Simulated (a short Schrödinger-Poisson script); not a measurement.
System: gated Al0.3Ga0.7As/GaAs δ-doped gas, at 77 K.

```tsv
layer	material	thickness (nm)	Na (cm⁻³)
1	Al0.3Ga0.7As	8	-
2	Al0.3Ga0.7As	40	-
3	GaAs	6000	4e14
```

Constants are typed, rounded textbook-type inputs, not results; the design itself was drawn at random and stands for no fabricated device. Al0.3Ga0.7As: permittivity 12.05, conduction-band edge (eV) 0.237, gap (eV) 1.798, electron mass (mₑ) 0.0919, Nv at 300 K (cm⁻³) 9e18. GaAs: permittivity 12.9, conduction-band edge (eV) 0, gap (eV) 1.424, Nv at 300 K (cm⁻³) 9e18.

Channel valleys (confinement mass, in-plane density-of-states mass, number): Γ 0.067, 0.067, 1. At the gate the conduction-band edge of layer 1 lies 0.99 eV − eVg above the Fermi level of the channel; the field vanishes at the back. Sheet of ionised δ-doping: +4.6e12 e/cm² at 8 nm from the gate. The barrier under the gate holds no holes. Gaps are held at their typed values at every temperature. Mesh 0.08 nm at interfaces.

From a short Schrödinger-Poisson script (our own, NumPy): 1D Poisson equation in equilibrium, electrons quantum, Hartree plus LDA exchange-correlation (BenDaniel-Duke, 40 states a valley, the channel's in-plane mass for all, wave functions free to enter the barrier), parabolic valleys, classical holes, full ionisation, no traps, pinning or gate leakage.

Only gate voltages with over 1e8 electrons/cm² are shown.

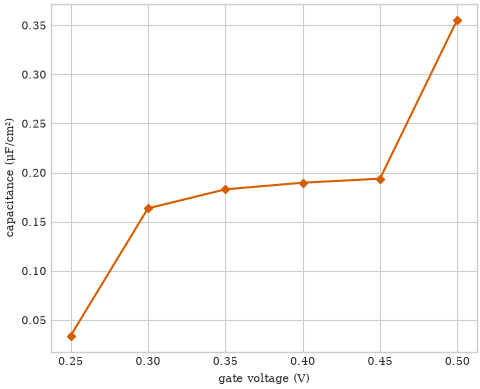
*Quasi-static capacitance against gate voltage*

| Vg (V) | electrons (cm⁻²) | in the channel layer | C (μF/cm²) | Γ E0 (meV) | Γ E1 (meV) |
|---|---|---|---|---|---|
| 0.5 | 2.79e11 | 2.64e11 | 0.356 | -7.1 | 17.2 |
| 0.4 | 1.49e11 | 1.48e11 | 0.190 | -0.8 | 20.8 |
| 0.3 | 3.67e10 | 3.65e10 | 0.164 | 10.6 | 29.2 |

Subbands count from the Fermi level.
